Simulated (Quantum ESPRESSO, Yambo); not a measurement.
## Si3N4 (Fd-3m): changed settings of a GW run in Yambo

What do changed inputs do to GW on Si3N4 (Fd-3m)?

Calculated with Yambo 5.3.0; PBE and many-body steps on it, plane waves.

**1. The starting structure**

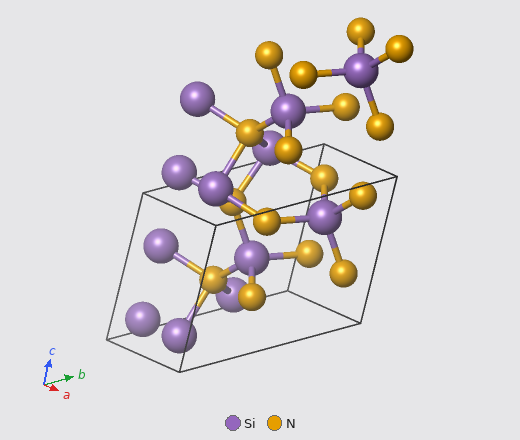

The cell as given, slightly off an axis (silicon purple, nitrogen orange). 1×1×2 cells are drawn. Bonds to atoms that aren't drawn are left out.

As a file:

```xyz
14
Lattice="0.0000 3.8937 3.8937 3.8937 0.0000 3.8937 3.8937 3.8937 0.0000" Properties=species:S:1:pos:R:3 pbc="T T T"
Si    2.9203    2.9203    0.9734
Si    2.9203    0.9734    2.9203
Si    0.9734    2.9203    2.9203
Si    0.9734    0.9734    0.9734
Si    5.8406    5.8406    5.8406
Si    3.8937    3.8937    3.8937
N     2.8624    2.8624    2.8624
N     6.8719    4.8092    4.8092
N     4.8092    4.8092    6.8719
N     4.8092    6.8719    4.8092
N     4.9251    4.9251    2.8624
N     4.9251    2.8624    4.9251
N     6.8719    6.8719    6.8719
N     2.8624    4.9251    4.9251
```

The cell and positions are those that the Materials Project relaxed with its own functionals (PBE, PBE+U or r2SCAN), kept fixed. This is not the form that Si3N4 usually takes at ambient conditions.

**2. Base**

This step: Yambo 5.3.0; G0W0 on PBE, plane waves, norm-conserving pseudopotentials.

G0W0 replaces the xc potential by the self-energy, built once from these orbitals. Only a window of levels is corrected, while the sums run over the empty bands that the input names.

Input file gw1.in:

```
HF_and_locXC
gw0
dyson
ppa
em1d
rim_cut
RandQpts= 1000000
RandGvec= 1 RL
EXXRLvcs= 72 Ry
VXCRLvcs= 288 Ry
Chimod= "HARTREE"
% BndsRnXp
 1 | 133 |
%
NGsBlkXp= 7.5 Ry
% LongDrXp
 1 | 1 | 1 |
%
% GbndRnge
 1 | 133 |
%
DysSolver= "n"
ExtendOut
PPAPntXp= 27.21138 eV
% QPkrange
 6 | 6 | 31 | 34 |
 1 | 1 | 31 | 34 |
%
```

Run with:

```
OMP_NUM_THREADS=2 mpirun -n 2 yambo -F gw1.in -J gw1 -C gw1 > gw1.log
```

What it wrote:

```text
 Yambo, version 5.3.0

 [02] CORE Variables Setup
 =========================

  [... cell, symmetries and grids as in the set-up ...]

  [02.05] Energies & Occupations
  ==============================

  [X] === General ===
  [X] Electronic Temperature                        :  0.000000  0.000000 [eV K]
  [X] Bosonic    Temperature                        :  0.000000  0.000000 [eV K]
  [X] Finite Temperature mode                       : no
  [X] El. density                                   :  0.54207E+24 [cm-3]
  [X] Fermi Level                                   :  10.95512 [eV]

  [X] === Gaps and Widths ===
  [X] Conduction Band Min                           :  3.398215 [eV]
  [X] Valence Band Max                              :  0.000000 [eV]
  [X] Filled Bands                                  :   32
  [X] Empty Bands                                   :   33  133
  [X] Direct Gap                                    :  3.406483 [eV]
  [X] Direct Gap localized at k                     :  1
  [X] Indirect Gap                                  :  3.398215 [eV]
  [X] Indirect Gap between kpts                     :   6   1
  [X] Last valence band width                       :  0.702966 [eV]
  [X] 1st conduction band width                     :  3.290624 [eV]

 [03] Transferred momenta grid and indexing
 ==========================================

 IBZ Q-points                                      :   8
 BZ  Q-points                                      :   64

 K/Q-points units:
 rlu = crystal or reduced units; cc = cartesian coordinates; iku = interal k-units

 Q [1]          [rlu]:  0.000000  0.000000  0.000000
 Q [2]          [rlu]:  0.22808E-16 -0.49479E-17  0.25000
 Q [3]          [rlu]: -0.45615E-16  0.98957E-17 -0.50000
 Q [4]          [rlu]: -0.10477E-17  0.25000      0.25000
 Q [5]          [rlu]:  0.92967E-17  0.25000      0.50000
 Q [6]          [rlu]:  0.10266E-15  0.25000     -0.25000
 Q [7]          [rlu]:  0.20954E-17 -0.50000     -0.50000
 Q [8]          [rlu]:  0.250000 -0.500000 -0.250000

 [04] Coloumb potential Random Integration (RIM)
 ===============================================

  [04.01] RIM initialization
  ==========================

  * Diagonal components only detected *

  8 x (sBL volume)        :  0.038916 [a.u.]
  sBZ random points       :  1000000
  Points outside the sBZ  :   7996195
  RL volume               :  0.311329 [a.u.]
  Integrated volume       :  0.311477 [a.u.]

  [04.02] RIM integrals
  =====================

  Gamma point sphere radius             :  0.061470 [a.u.]
  Points outside the sphere             :   799659
  [Int_sBZ(q=0) 1/q^2]*(Vol_sBZ)^(-1/3) =:  7.764404
                                 should be <:  7.795600

  Summary of Coulomb integrals for non-metallic bands |Q|[au] RIM/Bare

  Q [1] 0.100000E-4 0.995998 * Q [2] 0.184879 1.064860
  Q [4] 0.213480 1.063764 * Q [6] 0.301906 1.026684
  Q [5] 0.354016 1.019317 * Q [3] 0.369758 1.017217
  Q [7] 0.426959 1.013693 * Q [8] 0.477355 1.010740

 [05] Dipoles
 ============

  [05.01] Setup: observables and procedures
  =========================================

  [WARNING] [x,Vnl] slows the Dipoles computation. To neglect it rename the ns.kb_pp file

 [06] Dynamic Dielectric Matrix (PPA)
 ====================================

 [WR./gw1//ndb.pp]---------------------------------------------------------------
  Brillouin Zone Q/K grids (IBZ/BZ)                :    8   64    8   64
  RL vectors                                       :   9577 [WF]
  Coulomb cutoff potential                         : none
  Electronic Temperature                           :  0.000000 [K]
  Bosonic    Temperature                           :  0.000000 [K]
  PPA    diel. fun.  energies                      : Perdew, Burke & Ernzerhof(X)+Perdew, Burke & Ernzerhof(C)
  wavefunctions                                    : Perdew, Burke & Ernzerhof(X)+Perdew, Burke & Ernzerhof(C)
  Global Gauge                                     : length
  X matrix size                                    :   331
  X band range                                     :    1  133
  X e/h energy range                               : -1.000000 -1.000000 [eV]
  X Time ordering                                  : R
  X Hxc Kernel                                     : HARTREE
  X Drude frequency                                :  0.000000  0.000000
  X poles                                          :  100.0000 [o/o]
  RL vectors in the sum                            :   9577
  [r,Vnl] included                                 : yes
  Field direction                                  :  0.577350E-5  0.577350E-5  0.577350E-5
  BZ energy Double Grid                            : no
  BZ energy DbGd points                            : 0
  BZ Q point size factor                           : -1.000000
  X Optical Averaged directions                    : none

 [07] Local Exchange-Correlation + Non-Local Fock
 ================================================

 [VXC] Plane waves :   65763
 [EXS] Plane waves :   8291

 QP @ state[ 1 ] K range:  1  1
 QP @ state[ 1 ] b range:   31   34
 QP @ state[ 2 ] K range:   6   6
 QP @ state[ 2 ] b range:   31   34

 [xc] Functional : Perdew, Burke & Ernzerhof(X)+Perdew, Burke & Ernzerhof(C)
 [xc] LIBXC used to calculate xc functional
  PP Number of Atomic Species                      :  2
  NLCC RL compoments                               :   65763
  PP Number of Atomic Species                      :  2
  NLCC RL compoments                               :   65763

 [xc] E_xc :  -28.73699 [Ha]
      E_xc :  -57.47399 [Ry]

  Local XC kind (lXC) : Perdew, Burke & Ernzerhof(X)+Perdew, Burke & Ernzerhof(C)
  Non-Local XC kind (nlXC) : Hartree-Fock

  Corrections @ K [1] :  [eV]
 <31|nlXC|31> = -21.42826  0.82130E-17 <31|lXC|31> = -17.68828  0.37763E-15
 <32|nlXC|32> = -21.42821  0.68160E-17 <32|lXC|32> = -17.68828  0.000000
 <33|nlXC|33> = -6.721594 -0.14114E-17 <33|lXC|33> = -11.36948  0.000000
 <34|nlXC|34> = -6.721590 -0.69314E-18 <34|lXC|34> = -11.36948  0.47204E-16

  Corrections @ K [6] :  [eV]
 <31|nlXC|31> = -20.81631 -0.62097E-17 <31|lXC|31> = -16.87493 -0.37763E-15
 <32|nlXC|32> = -21.47476  0.25598E-17 <32|lXC|32> = -17.76123  0.000000
 <33|nlXC|33> = -6.589471 -0.52261E-18 <33|lXC|33> = -11.63885  0.000000
 <34|nlXC|34> = -7.017727  0.18379E-17 <34|lXC|34> = -12.25120  0.94408E-16

 [08] Dyson equation: Newton solver
 ==================================

  [08.01] G0W0 (W PPA)
  ====================

  [  GW  ] Bands range     :    1  133
  [GW/PPA] G damping       :  0.100000 [eV]

  QP @ state[ 1 ] K range:  1  1
  QP @ state[ 1 ] b range:   31   34
  QP @ state[ 2 ] K range:   6   6
  QP @ state[ 2 ] b range:   31   34

   Sc/G bands                                       :    1  133
   Sc/G damping                                     :  0.100000 ev
   Sc bands terminator                              : no
   Sx RL components                                 :   8291

   QP @ state[ 1 ] K range                          :  1  1
   QP @ state[ 1 ] b range                          :   31   34
   QP @ state[ 2 ] K range                          :   6   6
   QP @ state[ 2 ] b range                          :   31   34
   GF energies kind                                 : Perdew, Burke & Ernzerhof(X)+Perdew, Burke & Ernzerhof(C)
   GF WF`s kind                                     : Perdew, Burke & Ernzerhof(X)+Perdew, Burke & Ernzerhof(C)
   Xs energies kind                                 : Perdew, Burke & Ernzerhof(X)+Perdew, Burke & Ernzerhof(C)
   Xs WF`s kind                                     : Perdew, Burke & Ernzerhof(X)+Perdew, Burke & Ernzerhof(C)

 [11] Game Over & Game summary
```

Elapsed: 5 min, on 2 MPI ranks of Intel Xeon Platinum 8559C (Emerald Rapids), shared host; peak memory 1.7 GiB; 19 min of CPU time.

This step gave:

```
G0W0 gap on the points computed              : 4.337 eV
starting gap on the mesh                     : 3.398 eV
k of the valence top                         : 0, 0.25, -0.25
k of the conduction bottom                   : 0, 0, 0
least direct G0W0 gap on the computed points : 4.387 eV
Z at the valence top                         : 0.8124
Z at the conduction bottom                   : 0.8435
```

The gap on the mesh goes from 3.40 eV to 4.34 eV, a correction of +0.94 eV.

**3. Exchange cutoff**

gw2.in, as its differences from gw1.in of step 2:

```diff
@@ -8,3 +8,3 @@
 RandGvec= 1 RL
-EXXRLvcs= 72 Ry
+EXXRLvcs= 18 Ry
 VXCRLvcs= 288 Ry
```

Run with:

```
OMP_NUM_THREADS=2 mpirun -n 2 yambo -F gw2.in -J gw2,gw1_W -C gw2 > gw2.log
```

What it wrote:

```text
 Yambo, version 5.3.0

 [02] CORE Variables Setup
 =========================

  [... cell, symmetries and grids as in the set-up ...]

  [02.05] Energies & Occupations
  ==============================

  [X] === General ===
  [X] Electronic Temperature                        :  0.000000  0.000000 [eV K]
  [X] Bosonic    Temperature                        :  0.000000  0.000000 [eV K]
  [X] Finite Temperature mode                       : no
  [X] El. density                                   :  0.54207E+24 [cm-3]
  [X] Fermi Level                                   :  10.95512 [eV]

  [X] === Gaps and Widths ===
  [X] Conduction Band Min                           :  3.398215 [eV]
  [X] Valence Band Max                              :  0.000000 [eV]
  [X] Filled Bands                                  :   32
  [X] Empty Bands                                   :   33  133
  [X] Direct Gap                                    :  3.406483 [eV]
  [X] Direct Gap localized at k                     :  1
  [X] Indirect Gap                                  :  3.398215 [eV]
  [X] Indirect Gap between kpts                     :   6   1
  [X] Last valence band width                       :  0.702966 [eV]
  [X] 1st conduction band width                     :  3.290624 [eV]

 [03] Transferred momenta grid and indexing
 ==========================================

 IBZ Q-points                                      :   8
 BZ  Q-points                                      :   64

 K/Q-points units:
 rlu = crystal or reduced units; cc = cartesian coordinates; iku = interal k-units

 Q [1]          [rlu]:  0.000000  0.000000  0.000000
 Q [2]          [rlu]:  0.22808E-16 -0.49479E-17  0.25000
 Q [3]          [rlu]: -0.45615E-16  0.98957E-17 -0.50000
[...]
Q [7]          [rlu]:  0.20954E-17 -0.50000     -0.50000
 Q [8]          [rlu]:  0.250000 -0.500000 -0.250000

 [04] Coloumb potential Random Integration (RIM)
 ===============================================

 Summary of Coulomb integrals for non-metallic bands |Q|[au] RIM/Bare

 Q [1] 0.100000E-4 0.995998 * Q [2] 0.184879 1.064860
 Q [4] 0.213480 1.063764 * Q [6] 0.301906 1.026684
 Q [5] 0.354016 1.019317 * Q [3] 0.369758 1.017217
 Q [7] 0.426959 1.013693 * Q [8] 0.477355 1.010740

 [05] Dipoles
 ============

  [05.01] Setup: observables and procedures
  =========================================

 [06] Dynamic Dielectric Matrix (PPA)
 ====================================

   Sc/G bands                                       :    1  133
   Sc/G damping                                     :  0.100000 ev
   Sc bands terminator                              : no
   Sx RL components                                 :  1037

   QP @ state[ 1 ] K range                          :  1  1
   QP @ state[ 1 ] b range                          :   31   34
   QP @ state[ 2 ] K range                          :   6   6
   QP @ state[ 2 ] b range                          :   31   34
   GF energies kind                                 : Perdew, Burke & Ernzerhof(X)+Perdew, Burke & Ernzerhof(C)
   GF WF`s kind                                     : Perdew, Burke & Ernzerhof(X)+Perdew, Burke & Ernzerhof(C)
   Xs energies kind                                 : Perdew, Burke & Ernzerhof(X)+Perdew, Burke & Ernzerhof(C)
   Xs WF`s kind                                     : Perdew, Burke & Ernzerhof(X)+Perdew, Burke & Ernzerhof(C)

 [11] Game Over & Game summary
```

It took 97 s on 2 MPI ranks; peak memory 1.7 GiB; 6.2 min of CPU time.

This step gave:

```
G0W0 gap on the points computed              : 4.178 eV
starting gap on the mesh                     : 3.398 eV
k of the valence top                         : 0, 0.25, -0.25
k of the conduction bottom                   : 0, 0, 0
least direct G0W0 gap on the computed points : 4.231 eV
Z at the valence top                         : 0.8124
Z at the conduction bottom                   : 0.8435
```

**4. Scissors in G**

gw3.in, as its differences from gw2.in of step 3:

```diff
@@ -8,3 +8,3 @@
 RandGvec= 1 RL
-EXXRLvcs= 18 Ry
+EXXRLvcs= 72 Ry
 VXCRLvcs= 288 Ry
@@ -28 +28,4 @@
 %
+% GfnQP_E
+ 1.0 | 1.0 | 1.0 |
+%
```

Run with:

```
OMP_NUM_THREADS=2 mpirun -n 2 yambo -F gw3.in -J gw3,gw1_W -C gw3 > gw3.log
```

What it wrote:

```text
 Yambo, version 5.3.0

 [02] CORE Variables Setup
 =========================

  [... cell, symmetries and grids as in the set-up ...]

  [02.05] Energies & Occupations
  ==============================

  [X] === General ===
  [X] Electronic Temperature                        :  0.000000  0.000000 [eV K]
  [X] Bosonic    Temperature                        :  0.000000  0.000000 [eV K]
  [X] Finite Temperature mode                       : no
  [X] El. density                                   :  0.54207E+24 [cm-3]
  [X] Fermi Level                                   :  10.95512 [eV]

  [X] === Gaps and Widths ===
  [X] Conduction Band Min                           :  3.398215 [eV]
  [X] Valence Band Max                              :  0.000000 [eV]
  [X] Filled Bands                                  :   32
  [X] Empty Bands                                   :   33  133
  [X] Direct Gap                                    :  3.406483 [eV]
  [X] Direct Gap localized at k                     :  1
  [X] Indirect Gap                                  :  3.398215 [eV]
  [X] Indirect Gap between kpts                     :   6   1
  [X] Last valence band width                       :  0.702966 [eV]
  [X] 1st conduction band width                     :  3.290624 [eV]

 [03] Transferred momenta grid and indexing
 ==========================================

 IBZ Q-points                                      :   8
 BZ  Q-points                                      :   64

 K/Q-points units:
 rlu = crystal or reduced units; cc = cartesian coordinates; iku = interal k-units

 Q [1]          [rlu]:  0.000000  0.000000  0.000000
 Q [2]          [rlu]:  0.22808E-16 -0.49479E-17  0.25000
 Q [3]          [rlu]: -0.45615E-16  0.98957E-17 -0.50000
[...]
[G+QP] Last valence band width                    :  0.702966 [eV]
  [G+QP] 1st conduction band width                  :  3.290624 [eV]

  [coarse-grid] Minimum Bare Gap        [ev]:  3.398215
  [coarse-grid] Minimum Gap Correction  [ev]:  1.000000

  Eqp @ K [1]
  -18.71257 -15.44028 -14.51793 -14.51793 -14.51793 -13.55648 -13.55648 -13.55648
  -10.42078  -9.39526  -8.82248  -8.82248  -8.82248  -7.13887  -7.13887  -4.13563
  -4.135634 -4.135634 -2.285573 -2.285573 -2.285573 -1.848839 -1.848839 -1.848839
[...]
Eqp @ K [2]
[...]
Eqp @ K [3]
[...]
Eqp @ K [4]
[...]
Eqp @ K [5]
[...]
[... 2 further k-points ...]
  Eqp @ K [8]
[...]
12.87614  12.87614  12.95999  12.95999  13.58620  13.58620  13.71917  13.71917
   14.50253  14.50253  14.76561  14.76561  15.77194  15.77194  16.13496  16.13496

 [06] Dipoles
 ============

  [06.01] Setup: observables and procedures
  =========================================

 [07] Dynamic Dielectric Matrix (PPA)
 ====================================

   Sc/G bands                                       :    1  133
   Sc/G damping                                     :  0.100000 ev
   Sc bands terminator                              : no
   Sx RL components                                 :   8291

   QP @ state[ 1 ] K range                          :  1  1
   QP @ state[ 1 ] b range                          :   31   34
   QP @ state[ 2 ] K range                          :   6   6
   QP @ state[ 2 ] b range                          :   31   34
   GF energies kind                                 : Perdew, Burke & Ernzerhof(X)+Perdew, Burke & Ernzerhof(C)+ user defined corrections @E
   GF WF`s kind                                     : Perdew, Burke & Ernzerhof(X)+Perdew, Burke & Ernzerhof(C)
   Xs energies kind                                 : Perdew, Burke & Ernzerhof(X)+Perdew, Burke & Ernzerhof(C)
   Xs WF`s kind                                     : Perdew, Burke & Ernzerhof(X)+Perdew, Burke & Ernzerhof(C)

 [12] Game Over & Game summary
```

The job ended after 99 s (2 MPI ranks; peak memory 1.7 GiB; 6.3 min of CPU time).

This step gave:

| Property | Result |
| --- | --- |
| G0W0 gap on the points computed | 4.436 eV |
| starting gap on the mesh | 3.398 eV |
| k of the valence top | 0, 0.25, -0.25 |
| k of the conduction bottom | 0, 0, 0 |
| least direct G0W0 gap on the computed points | 4.486 eV |
| Z at the valence top | 0.8137 |
| Z at the conduction bottom | 0.8505 |

The program's own table gives 4.586 eV, which is too large where the input levels are shifted: this version takes Σc at the unshifted level E₀, yet steps from the shifted one. The value above is the Newton step from E₀, E₀ + Z(Σc + Σx − Vxc), rebuilt from the printed columns.

**5. Field direction**

gw4.in, as its differences from gw3.in of step 4:

```diff
@@ -16,3 +16,3 @@
 % LongDrXp
- 1 | 1 | 1 |
+ 1 | 0 | 0 |
 %
@@ -28,4 +28 @@
 %
-% GfnQP_E
- 1.0 | 1.0 | 1.0 |
-%
```

Run with:

```
OMP_NUM_THREADS=2 mpirun -n 2 yambo -F gw4.in -J gw4 -C gw4 > gw4.log
```

What it wrote:

```text
 Yambo, version 5.3.0

 [02] CORE Variables Setup
 =========================

  [... cell, symmetries and grids as in the set-up ...]

  [02.05] Energies & Occupations
  ==============================

  [X] === General ===
  [X] Electronic Temperature                        :  0.000000  0.000000 [eV K]
  [X] Bosonic    Temperature                        :  0.000000  0.000000 [eV K]
  [X] Finite Temperature mode                       : no
  [X] El. density                                   :  0.54207E+24 [cm-3]
[...]
QP @ state[ 1 ] b range                          :   31   34
   QP @ state[ 2 ] K range                          :   6   6
   QP @ state[ 2 ] b range                          :   31   34
   GF energies kind                                 : Perdew, Burke & Ernzerhof(X)+Perdew, Burke & Ernzerhof(C)
   GF WF`s kind                                     : Perdew, Burke & Ernzerhof(X)+Perdew, Burke & Ernzerhof(C)
   Xs energies kind                                 : Perdew, Burke & Ernzerhof(X)+Perdew, Burke & Ernzerhof(C)
   Xs WF`s kind                                     : Perdew, Burke & Ernzerhof(X)+Perdew, Burke & Ernzerhof(C)

 [11] Game Over & Game summary
```

Wall time 5.2 min (2 MPI ranks); peak memory 1.7 GiB; 20 min of CPU time.

This step gave:

```yaml
g0w0_gap_on_the_points_computed: 4.337 eV
starting_gap_on_the_mesh: 3.398 eV
k_of_the_valence_top: 0, 0.25, -0.25
k_of_the_conduction_bottom: 0, 0, 0
least_direct_g0w0_gap_on_the_computed_points: 4.387 eV
```

Against G0W0 in Yambo (4×4×4 mesh, 133 bands, screening to 102 eV, Godby-Needs plasmon pole), the gap moves by +0.000 eV.

(Continued in part 2 of 2.)

[Paths, hosts, dates, memory and timing lines, banners, echoed tables and standing remarks are left out of the program output.]

[Logs are printed without paths, hosts, clocks, repeated set-up lines and the standing remarks that a program may print on its own settings, such as how far it seeks lower states.]

[Runs of the session that timed out or met a known fault of the program may be left out.]

[Hosts, paths, dates, database ids (printed as entryN), source tags and the programs' standing remarks are cut or masked in the printed files.]
